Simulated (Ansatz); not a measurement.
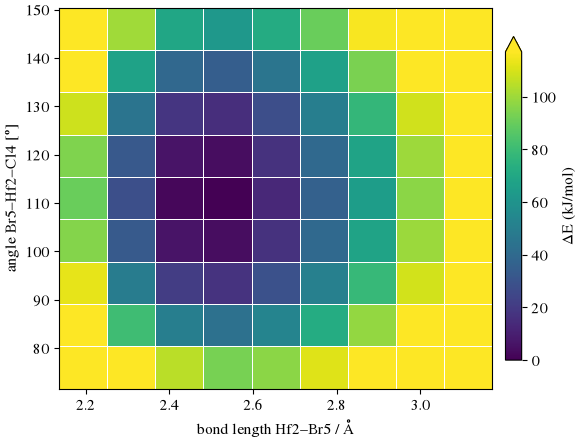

Energy landscape of BrClF₂Hf, SMILES [F][Hf]([F])([Cl])[Br]. 
- Coordinates scanned: (1) bond length Hf2–Br5; (2) angle Br5–Hf2–Cl4.
- Nothing is relaxed (all other coordinates rigid).
- Grid: 9 × 9 points.
- Energies: kJ/mol, counted from the lowest grid point.
- Method: RKS CAM-B3LYP-D4/def2-SVP in Ansatz 0.2.0.

In the figure: one coloured cell a grid point, one colour for all values above the top of the scale. 

Question: Describe this landscape.

Answer: The lowest grid point is at bond length Hf2–Br5 = 2.539 Å, angle Br5–Hf2–Cl4 = 111.0°. No other kind of well shows on this grid. The highest grid point, bond length Hf2–Br5 = 2.193 Å, angle Br5–Hf2–Cl4 = 76.0°, lies 215 kJ/mol above the lowest. Round the minimum the two coordinates are nearly uncoupled.

Each point was launched as `ansatz run input.yaml --threads 1 --pin off --max-ram 2560MiB --backend cpu --events-out ev --progress --plain --runs-dir out`. The whole map (81 points run) took 13 min on 1 thread of Arm Neoverse V1, on a shared host.
